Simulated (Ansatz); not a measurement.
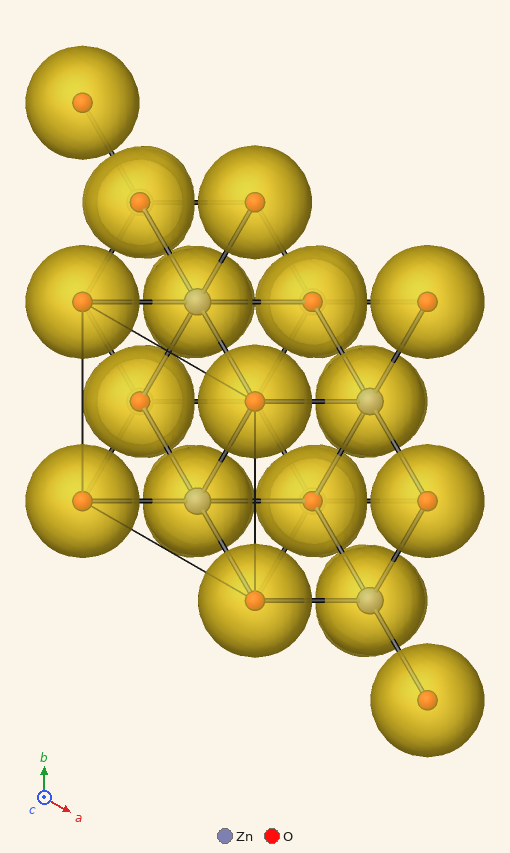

The picture shows: Zn2O5. Isosurface of the valence electron density at 0.5 e/Å³ (yellow), seen along the c axis. Sticks mark near contacts.

Space group P-3m1; a generated structure, not necessarily the stable one.

The calculation used Ansatz 0.2.0, DFT PBE, scalar-relativistic, plane waves, PAW.

Core electrons are frozen (PAW), and the valence fields are smoothed inside the atomic spheres.

### What does this surface tell about the bonding?

At this value the density breaks into separate islands; it holds about 80 % of the electrons treated as valence. It bridges the shortest O–O (1.36 Å) contacts, where the density stays above the isovalue. It is pinched off along the shortest Zn–O (2.11 Å) and Zn–O (2.21 Å) contacts. On the grid the lowest density along these lines, outside the cores, is 2.4 e/Å³ (O–O, 1.36 Å), 0.43 e/Å³ (Zn–O, 2.11 Å) and 0.35 e/Å³ (Zn–O, 2.21 Å).
